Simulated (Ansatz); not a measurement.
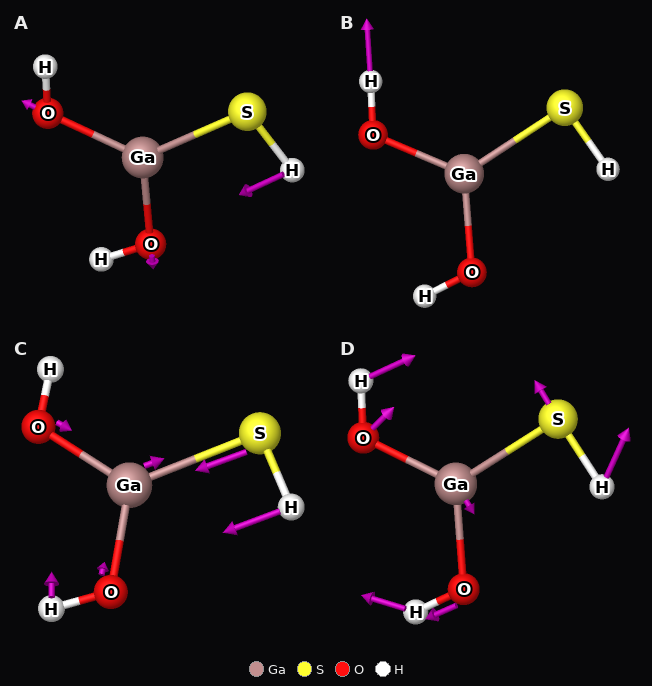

4 normal modes of one molecule or complex, as arrows. Harmonic vibrations computed with RKS PBE0-D4/def2-TZVP (Ansatz 0.2.0) at a stationary point of the same level.

**Match the panels to the wavenumbers 127 cm⁻¹, 411 cm⁻¹, 688 cm⁻¹, 3909 cm⁻¹.**

A: 688 cm⁻¹
B: 3909 cm⁻¹, O–H stretching
C: 411 cm⁻¹, Ga–S stretching
D: 127 cm⁻¹, O–Ga–S bending
